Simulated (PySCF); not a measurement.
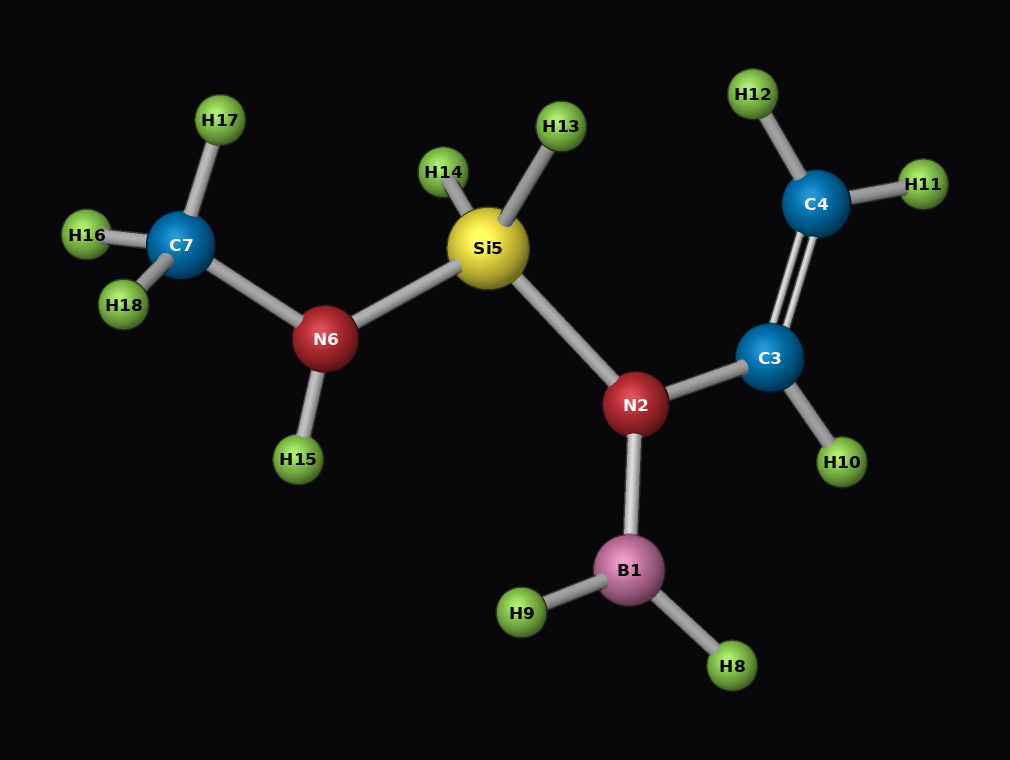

The questions are on isotropic NMR shieldings of the N atoms. Computed geometry: GFN2-xTB optimisation. No frequency run is at hand to confirm it as a minimum. Level of theory: GIAO PBE0/pcSseg-1 NMR shielding, non-relativistic, gas phase (PySCF 2.14.0).

Give the isotropic NMR shieldings of the N atoms atom by atom.

```tsv
atom	σ (ppm)
N2	96.5
N6	257.1
```

The geometry is semi-empirical. Around B, Si such bond lengths and angles can be off by a tenth of an ångström or more and by several degrees, and values that hang on the shape move with them.
